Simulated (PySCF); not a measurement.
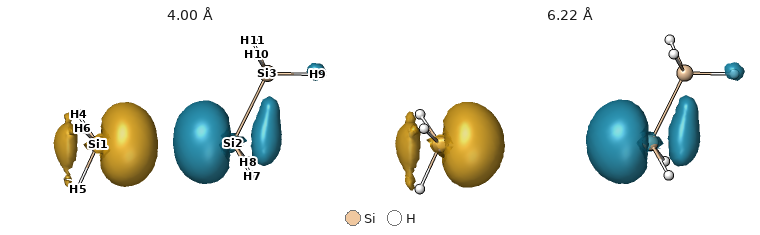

H8Si3, SMILES `[SiH3][SiH2][SiH3]`. Rigid stretch of the Si1–Si2 bond. Broken-symmetry UHF spin density at ±0.03 e/Å³ (yellow: α, teal: β).

Level of theory: def2-SVP basis (PySCF), at a geometry from GFN2-xTB. No frequency check shows the geometry to be a minimum.

Cartesian coordinates (Å):

```
Si1     -1.9641   -0.3912    0.0010
Si2     -0.0000    0.8332    0.0000
Si3      1.9641   -0.3911   -0.0010
H4      -2.0535   -1.2650    1.1744
H5      -3.1833    0.4207   -0.0097
H6      -2.0547   -1.2650   -1.1723
H7      -0.0005    1.7529   -1.1517
H8       0.0005    1.7528    1.1517
H9       3.1833    0.4207    0.0098
H10      2.0535   -1.2650   -1.1744
H11      2.0547   -1.2650    1.1723
```

How does the broken-symmetry solution share the spin, and how far is it from a pure singlet?

At 6.22 Å excess α spin lies mostly on Si1 and excess β on Si2; the two could be swapped at no cost. ⟨S²⟩ is 0.89 at 4.00 Å and 1.01 at 6.22 Å, against 0 for a pure singlet and 1 for an equal mix of singlet and triplet.

Where does the UHF solution part from RHF?

Between 3.00 Å (⟨S²⟩ = 0, the two coincide) and 3.44 Å (⟨S²⟩ = 0.55); at 6.22 Å ⟨S²⟩ is 1.01 and UHF lies 3.7 eV below RHF.

How much energy does the stretch cost?

By CASSCF, 2.8 eV from the lowest point of the scan (2.44 Å) to 6.22 Å; RHF gives 6.1 eV from its own lowest point. The fragments aren't relaxed and dynamic correlation is missing, so this isn't a bond dissociation energy.
